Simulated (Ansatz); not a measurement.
**Si2H7ClOF2: geometry relaxation (part 4 of 4)**

The same run, continued: Si2H7ClOF2; RKS PBE0-D4/def2-TZVP (Ansatz 0.2.0). The geometry is a transition state displaced along its imaginary mode. The reaction was set up to form Si1–Cl7, H6–O9 and Si2–H8 and to break Si1–Si2, H6–Cl7 and H8–O9 (atoms counted from 1 in the order of the input); sticks are drawn by distance alone.

Geometry of the input (Å):
```
Si -0.5021  1.0858  -0.5420
Si 0.8916  -1.0634  -0.8132
F  -1.2434  0.2976  -1.7827
F  -1.7759  1.2193  0.4033
H  -0.0780  2.2445  -1.3402
H  0.0505  0.0489  2.0752
Cl 0.9733  1.6697  1.0036
H  -0.1276  -0.6064  0.3398
O  -0.4756  -0.7213  1.9418
H  1.9387  -1.4698  0.1367
H  0.2392  -2.1737  -1.5290
H  1.4985  -0.1179  -1.8167
H  -1.3891  -0.4134  1.9234
```

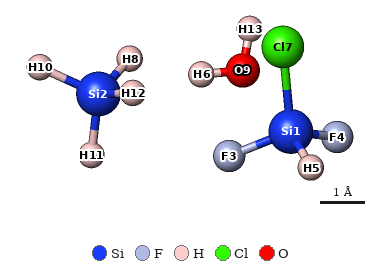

**Figure 1.** The geometry at step 99 of the log (ball-and-stick view, seen at a tilt; atoms are numbered from 1 in the order of the input).

Summary:

```json
{"quantity": "outcome", "value": "converged"}
{"quantity": "total energy", "value": "−35863.6835 eV"}
{"quantity": "mean-field energy", "value": "−35863.4398 eV"}
{"quantity": "dispersion energy", "value": "−0.2436 eV"}
{"quantity": "SCF solution under orbital rotations", "value": "stable"}
{"quantity": "largest force (length of the vector) at the end", "value": "0.001 eV/Å"}
{"quantity": "dipole moment", "value": "1.73 D"}
{"quantity": "wall time", "value": "1.7 min (CPU time 3.4 min)"}
{"quantity": "peak memory", "value": "0.91 GiB"}
```
